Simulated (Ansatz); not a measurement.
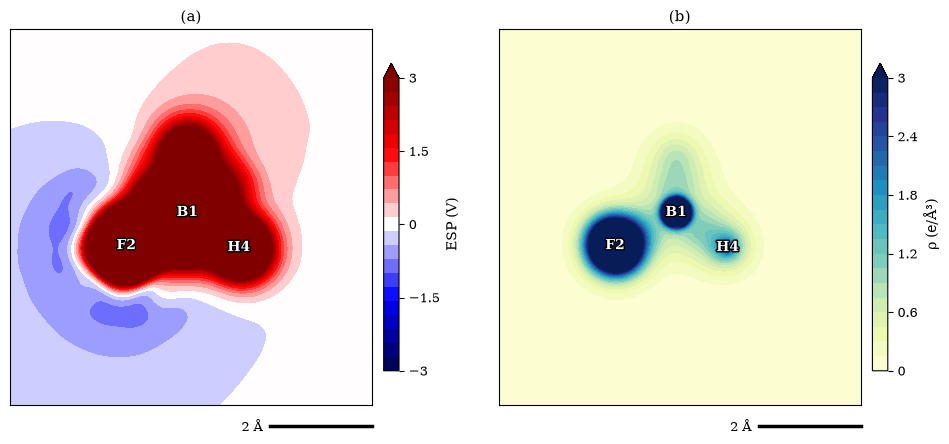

BFH2···H3Si (doublet). (a) electrostatic potential; (b) total electron density on the plane of atoms F2, B1 and H4.

These are results of Ansatz, UKS PBE/6-31G*, not measurements.

```xyz
8

B    -0.0617   -0.2783    0.7808
F     0.2332   -1.5928    0.5635
H     0.8453    0.5265    0.5999
H    -1.2388    0.0451    0.7332
Si    0.0446    0.2308    2.9260
H    -0.9540   -0.5957    3.6799
H     1.4327   -0.0211    3.4309
H    -0.3013    1.6854    2.9680
```

Read the bonding off the picture.

Answer.
- The section cuts through B, F and H sites.
- B–F (1.36 Å): ρ at the midpoint is about 1.9 e/Å³.
- B–H (1.22 Å): ρ at the midpoint is about 1.2 e/Å³.
- Outside the dense part of the complex the potential is most negative (−0.8 V) near F2.
